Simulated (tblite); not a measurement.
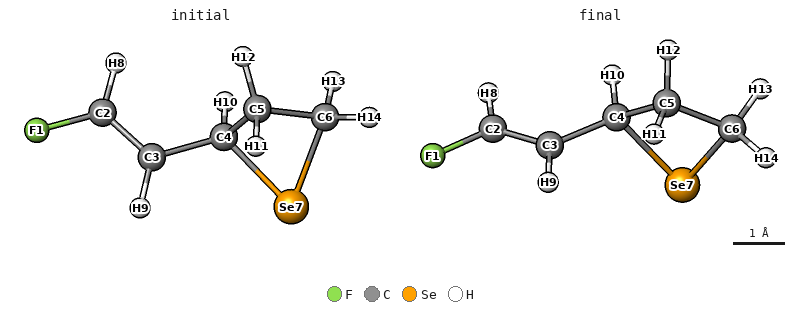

The structure of C5H7FSe before (left) and after (right) a relaxation, at one scale.

A ball-and-stick model, seen at a tilt.

These are results of tblite 0.8.0, GFN2-xTB geometry optimisation, gas phase, not measurements. 

**Describe what moved and what it gained.**

Over 91 geometry steps the energy falls by 1.078 eV. The atom that moves furthest after the best rigid fit is H8 (1.01 Å). By element the largest moves are H 1.01 Å, Se 0.87 Å, F 0.52 Å, C 0.43 Å. Among the contacts that change: C4–Se7 1.907 → 2.040 Å, C6–Se7 1.949 → 1.986 Å, C3–C4 1.505 → 1.468 Å, F1–C2 1.366 → 1.340 Å. Among the angles between lasting bonds that change: C4–C5–C6 85.7° → 99.5°, Se7–C4–H10 116.8° → 106.3°, F1–C2–H8 122.1° → 112.1°. Groups turn about C3–C4 by about 50°, C4–C5 by about 25°, C5–C6 by about 25°.
